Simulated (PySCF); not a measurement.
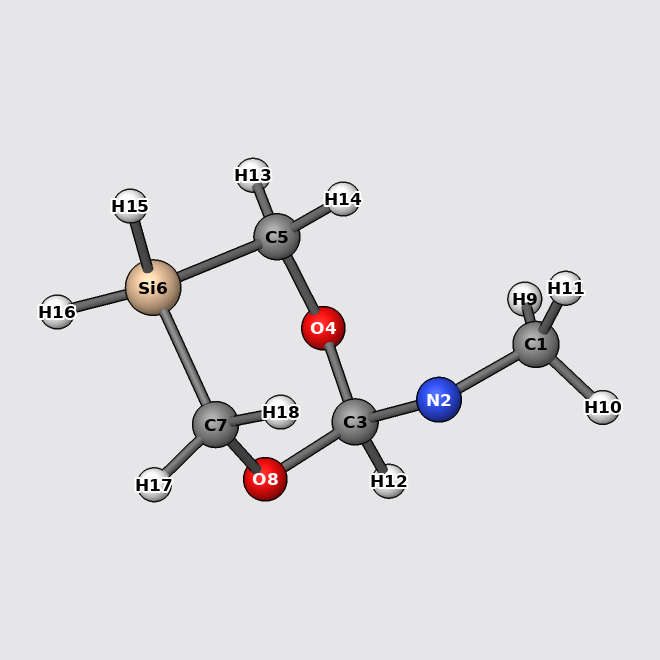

The questions are on Mulliken spin populations. State: neutral, doublet. Computed geometry: GFN2-xTB optimisation. No frequency run is at hand to confirm it as a minimum. Properties computed with UKS B3LYP, pcH-1 on C H N O Si, non-relativistic (PySCF 2.14.0).

Q: Which atom carries the largest spin population?

A: N2 (0.89 e).

Q: Which atom has the lowest spin population?

A: C1 (−0.06 e); a negative value comes from spin polarisation.

Give the Mulliken spin populations atom by atom.

```
atom  value (e)
  C1      −0.06
  N2       0.89
  C3      −0.05
  O4       0.03
  C5       0.01
 Si6       0.00
  C7       0.00
  O8       0.01
  H9       0.01
 H10       0.08
 H11       0.03
 H12       0.06
 H13       0.00
 H14       0.00
 H15       0.00
 H16       0.00
 H17       0.00
 H18       0.00
```

Mulliken values depend strongly on the basis set. The geometry is semi-empirical. Around Si such bond lengths and angles can be off by a tenth of an ångström or more and by several degrees, and values that hang on the shape move with them.
